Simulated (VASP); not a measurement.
Given:

```
CELL_PARAMETERS angstrom
      2.55103     0.00000     0.00000
      0.00000     2.55103     0.00000
      0.00000     0.00000     2.55103
ATOMIC_POSITIONS crystal
  Re 0.00000 0.00000 0.00000
```

Computed with PBEsol GGA, VASP's PBE PAW potentials (set 64) (plane waves; VASP). Settings: 400 eV cut-off, 16×16×16 Γ-centred mesh, tetrahedra with Blöchl corrections, potentials Re.

Unless said otherwise, spin-orbit coupling is left out, though it shifts the bands of the heavy elements here.

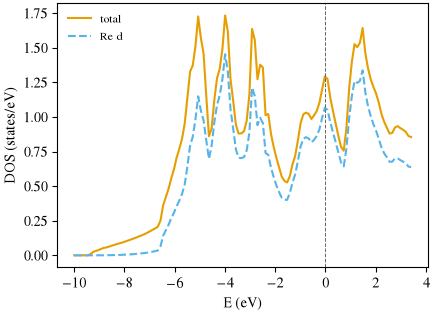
Figure. Total and projected density of states, zero at the Fermi level

Within 2 eV below the Fermi level the largest weight inside VASP's projection spheres is Re d.

It has no gap at this level: it comes out as a metal or semimetal.

The structure was generated: Re was put into the simple-cubic type (Pm-3m), which need not be its known phase. It was relaxed first.
